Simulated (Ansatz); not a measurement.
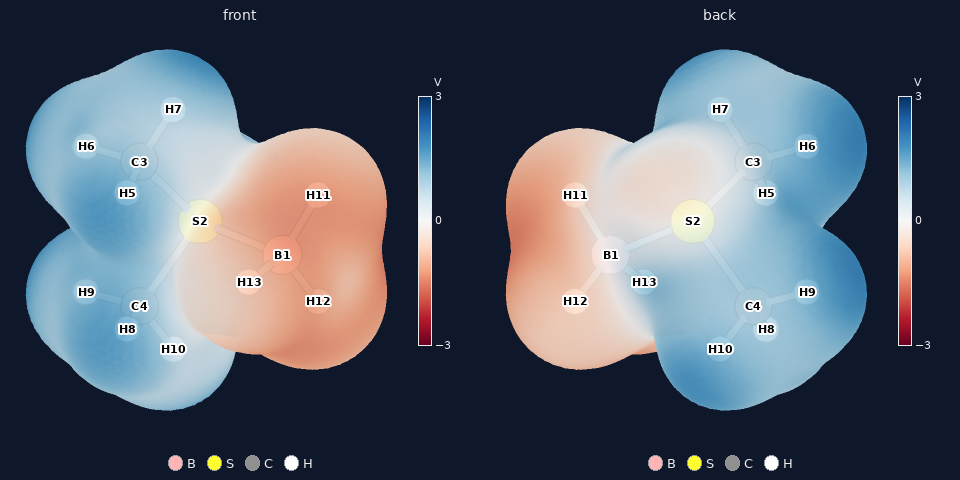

*C2H9BS (B(SMe2)H3). The molecular electrostatic potential painted on the density surface at 0.004 e/bohr³, seen from the front and from behind; the colour scale runs from red (negative) to blue (positive).*

Geometry: r2SCAN-D4/def2-SVP.

All numbers below come from Ansatz 0.2.0, RKS PBE0-D4/def2-TZVP.

Input

```
crystal:
  periodic: [false, false, false]
  atoms:
    - {symbol: B, position_ang: [0.473299, 0.728251, -1.513711]}
    - {symbol: S, position_ang: [0.389329, 0.612875, 0.429071]}
    - {symbol: C, position_ang: [0.956358, -1.068457, 0.773807]}
    - {symbol: C, position_ang: [-1.377178, 0.422552, 0.761425]}
    - {symbol: H, position_ang: [0.415657, -1.775216, 0.127169]}
    - {symbol: H, position_ang: [0.812808, -1.306183, 1.837411]}
    - {symbol: H, position_ang: [2.026330, -1.094219, 0.527021]}
    - {symbol: H, position_ang: [-1.786084, -0.369348, 0.116687]}
    - {symbol: H, position_ang: [-1.540753, 0.199220, 1.825257]}
    - {symbol: H, position_ang: [-1.848482, 1.380884, 0.504758]}
    - {symbol: H, position_ang: [1.673750, 0.706241, -1.731595]}
    - {symbol: H, position_ang: [-0.047111, 1.808394, -1.740608]}
    - {symbol: H, position_ang: [-0.147912, -0.245015, -1.916702]}
basis:
  gaussian: {orbitals: def2-TZVP, initial_orbitals: start.molden}
hamiltonian: {xc: pbe0, dispersion: d4}
scf: {omitted_lower_state_checks: [starts]}
output: {forces: true, orbitals: {seedname: orbitals}}
```

Run with:

```sh
ansatz run in.yaml --threads 4 --pin off --events-out ev --progress --plain --max-ram 3916MiB
```

> Which sites attract a positive test charge, and which a negative one?

A positive charge is drawn to the negative regions and a negative charge to the positive ones. The most negative region (about −1.5 V) lies over H11, the most positive (about +2.0 V) over H6 and H9.
